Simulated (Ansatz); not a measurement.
CuI (zinc blende)

```yaml
crystal:
  lattice:
    - [0.00000, 3.03891, 3.03891]
    - [3.03891, 0.00000, 3.03891]
    - [3.03891, 3.03891, 0.00000]
  atoms:
    - { symbol: I, position: [0.75000, 0.75000, 0.75000] }
    - { symbol: Cu, position: [0.00000, 0.00000, 0.00000] }
```

This relaxed cell (volume V₀) is scaled evenly in all directions, its shape held. Symmetry pins the atoms to their sites.

All values below come from PBE (plane waves to 420 eV, PAW, scalar-relativistic; Ansatz, a first-principles code). k mesh 9×9×9 (Γ-centred), Fermi-Dirac smearing 0.05 eV. E stands for the smeared free energy. CuI is run without spin polarisation. CuI was relaxed with its symmetry unable to fall. Spin-orbit coupling is left out, though I is heavy. The PAW data are Ansatz's earlier set. ΔE is measured from the relaxed starting cell.

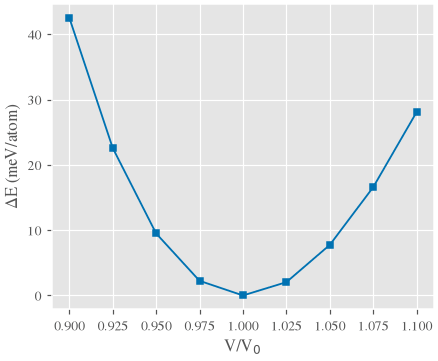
*ΔE (meV/atom) against V/V₀; computed points joined by lines.*

Q: What is ΔE at V/V₀ = 0.900?

A: About 43 meV/atom.

Q: What is ΔE at V/V₀ = 1.100?

A: About 28 meV/atom.

Q: What bulk modulus B₀ follows from a third-order Birch-Murnaghan fit?

A: About 39 GPa.

(Under strain, the slope of the energy per volume gives the stress and its curvature an elastic modulus.)
